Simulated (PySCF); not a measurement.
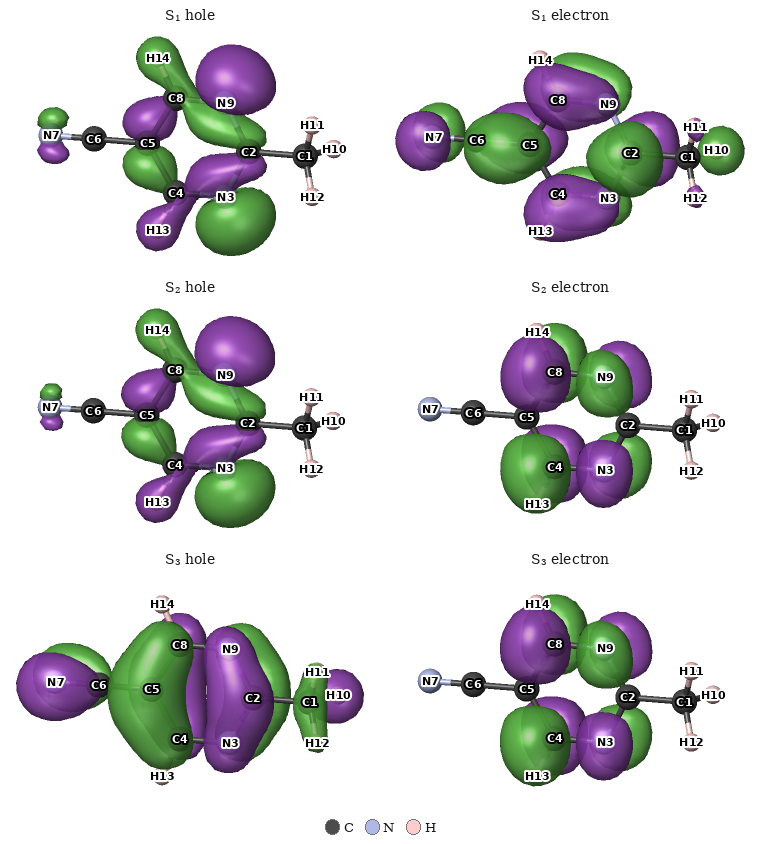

*C$_{6}$H$_{5}$N$_{3}$, SMILES `Cc1ncc(C#N)cn1`. Leading natural transition orbitals (TDA singlet states).*

Method: CAM-B3LYP/cc-pVDZ; geometry: GFN2-xTB; program: PySCF. No frequency check shows the geometry to be a minimum. Without diffuse functions Rydberg states are missing, so the states' numbers hold for this basis only.

Q: Describe these excited states.

A: By state:
- S₁: 4.38 eV (283 nm), f = 0.000 (dark); the leading pair carries 99 %; hole on N3 and N9 (34 % each), C2 (7 %) and C4, C5 and C8 (6 % each), electron on C2 (24 %), C5 (16 %) and C4 and C8 (11 % each); their centroids lie 0.6 Å apart.
- S₂: 4.50 eV (276 nm), f = 0.007; the leading pair carries 98 %; hole on N3 and N9 (34 % each), C2 (7 %) and C4, C5 and C8 (5 % each), electron on C4 and C8 (23 % each), N3 and N9 (18 % each) and C5 (7 %); their centroids lie 0.6 Å apart.
- S₃: 5.75 eV (216 nm), f = 0.024; the leading pair carries 71 %; hole on C5 (18 %), N3 and N9 (13 % each) and C2, C4 and C8 (12 % each), electron on C4 and C8 (19 % each), N3 and N9 (15 % each) and C2 and C5 (10 % each) (shares are of the whole state, not of the leading pair alone); their centroids lie 0.3 Å apart.
